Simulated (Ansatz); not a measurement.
# CH$_{2}$AlNO$_{2}$ (SMILES O[C]1=[N][Al]1[OH]): what the fields show

The calculation's input:

```
crystal:
  periodic: [false, false, false]
  atoms:
    - { symbol: O, position_ang: [-0.7842, -0.5019, 1.9304] }
    - { symbol: C, position_ang: [-0.0308, -0.5019, 0.7882] }
    - { symbol: "N", position_ang: [1.0936, -0.9784, 0.1606] }
    - { symbol: Al, position_ang: [0.2572, 0.078, -0.8847] }
    - { symbol: O, position_ang: [-0.184, 0.9518, -2.459] }
    - { symbol: H, position_ang: [-0.5693, -0.958, 2.7466] }
    - { symbol: H, position_ang: [0.2786, 1.8425, -2.3278] }
basis:
  gaussian: { orbitals: def2-SVP }
hamiltonian:
  xc: pbe
relax:
  f_tol: 0.02
  max_steps: 40
scf:
  lower_state_search: "off"
output:
  orbitals: {}
```

Command:

```sh
ansatz run input.yaml --threads 1 --pin off --max-ram 2048MiB --backend cpu --events-out ev --progress --plain --runs-dir out
```

The fields are those of the relaxed geometry.

Method: RKS PBE/def2-SVP in Ansatz.

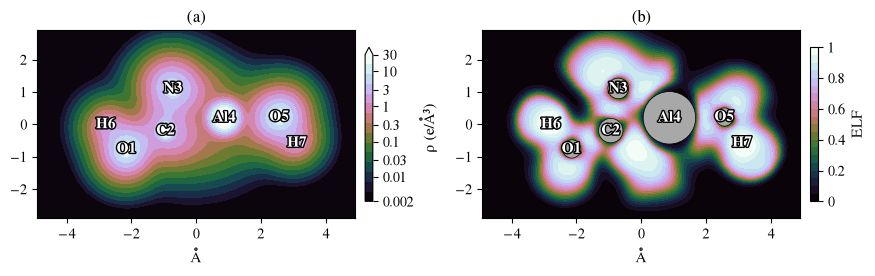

Figure 1. (a) electron density; (b) electron localisation function on the molecular plane. Grey discs cover the atomic cores in the ELF map.

**Read the bonding off the picture.**

- The plane passes through O, C, N, Al and H nuclei.
- C–N (1.32 Å): the density is about 2.5 e/Å³ at the midpoint; the ELF peaks at about 0.90 between the atoms, as expected for localised, covalent bonding.
- C–O (1.33 Å): ρ is about 2.5 e/Å³ halfway; the ELF peaks at about 0.90 between the atoms, as expected for a shared but strongly polarised pair.
- Al–O (1.70 Å): ρ at the midpoint is about 0.84 e/Å³; the ELF peaks at about 0.85 in the valence shell of O, 0.6 Å from its nucleus, and is about 0.35 at the midpoint.
- Al–N (1.82 Å): ρ at the midpoint is about 0.78 e/Å³; the ELF peaks at about 0.85 in the valence shell of N, 0.6 Å from its nucleus, and is about 0.50 at the midpoint.
- C–Al (1.86 Å): the density is about 0.65 e/Å³ at the midpoint; the ELF peaks at about 0.70 in the valence shell of C, 0.7 Å from its nucleus, and is about 0.40 at the midpoint.
- The ELF also peaks beside O1, O5 and N3, away from the bonds: lone-pair regions.

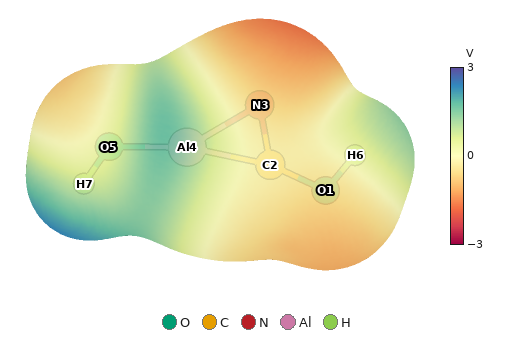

Figure 2. The molecular electrostatic potential painted on the density surface at 0.001 e/bohr³, seen across its widest extent; red is negative and blue positive.

**Describe the electrostatic potential map.**

The most negative region (about −1.7 V) lies over N3, the most positive (about +2.3 V) over H7. N3 is the likeliest acceptor of a hydrogen bond.

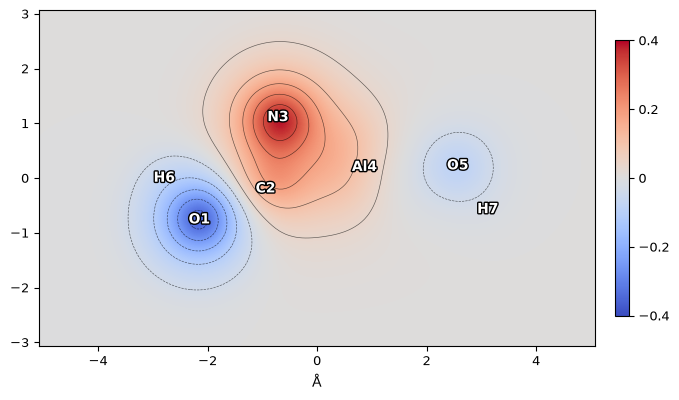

Figure 3. The HOMO−1 on a plane 0.8 Å above the molecular plane (values in Å⁻³ᐟ²; the overall sign is arbitrary).

**Describe this orbital and give its energy.**

By Hirshfeld shares it lies mainly on N3 (about 40 %), O1 (about 35 %) and C2 (about 15 %); it changes sign across the molecular plane (π type); π-bonding across C2–N3 and C2–Al4; π-antibonding (a node) across O1–C2. Its energy is −6.61 eV.
